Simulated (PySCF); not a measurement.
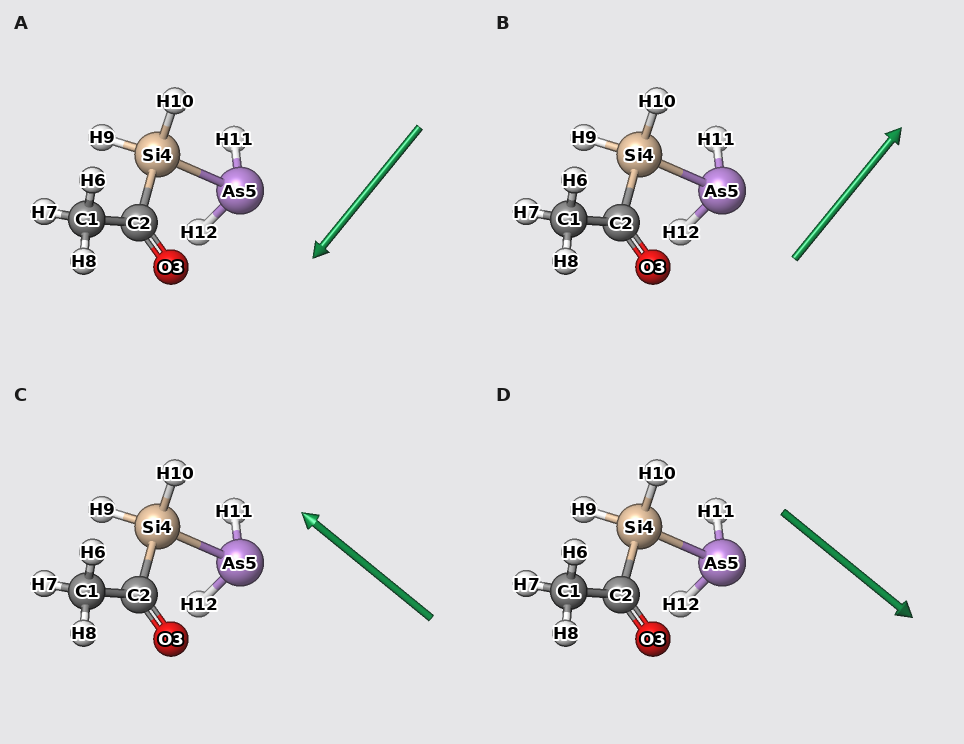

The same molecule four times, each with an arrow. Computed geometry: PBE0-D3(BJ)/def2-SVP optimisation. No frequency run is at hand to confirm it as a minimum. Properties computed with LDA/def2-SVPD, gas phase (PySCF 2.14.0).

Which arrow points along the dipole moment, from the negative to the positive end?

Answer. C. The dipole moment is 2.58 D; it points from the side of As5, H12 to the side of H7 (the outermost atoms at the two ends).
